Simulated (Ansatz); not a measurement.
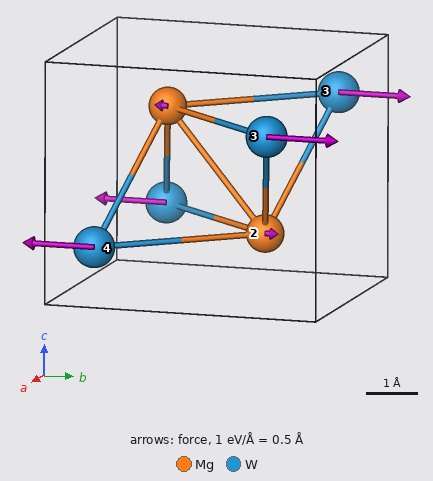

Starting geometry of a crystal of MgW (set up in P2/c) (coarse preliminary run) with the computed forces as purple arrows. The picture is a ball-and-stick view of the cell of the calculation, seen slightly off an axis.

Method: DFT r2SCAN, scalar-relativistic, plane waves, PAW in Ansatz 0.2.0. Settings: plane-wave cutoff 500 eV; k-point mesh 4 × 4 × 4; occupations gaussian; smearing width 0.1 eV; no spin polarisation; cell and atoms relaxed; force threshold 0.05 eV/Å; at most 80 steps.

Question: What follows when this structure is relaxed?

Answer: It isn't relaxed: the largest force vector, on W atoms, is 3.02 eV/Å. Measured relative to the changing cell, the final displacements run against the starting forces (cosine between the two patterns −0.55). Over 20 accepted moves (22 points after the start) the energy falls by 8.944 eV per cell of the calculation. The largest force component goes from 3 to 0.03 eV/Å. The pressure goes from −22.26 to −0.05 GPa. The line search rejected the trial step at point 11 of the run. The SCF was repeated once at an unchanged geometry on a basis and grid sized afresh for the cell, which shifted the energy by 9.7 meV per cell of the calculation at most. The largest moves relative to the cell, 0.31 Å, are those of Mg atoms. Largest moves by element: Mg 0.31 Å, W 0.30 Å. Cell: a 4.680 → 4.835 Å (+3.3 %), b 5.660 → 4.464 Å (−21.1 %), c 4.920 → 3.137 Å (−36.2 %), β 90.3° → 90.0°. Volume −48.0 %. Near-neighbour distances that change, for instance: W–W 4.920 → 3.137 Å, Mg–Mg 4.379 → 2.729 Å, W–W 4.360 → 2.731 Å, Mg–W 3.493 → 2.882 Å. New bonds form: Mg–Mg (4.38 → 2.73 Å), W–W (4.36 → 2.73 Å). The space group (tolerance 0.01 Å) goes from P2/c (No. 13) to Cmmm (No. 65). The run took 5.1 min on 1 thread of Arm Neoverse V2, on a shared host, peak memory 0.72 GiB.
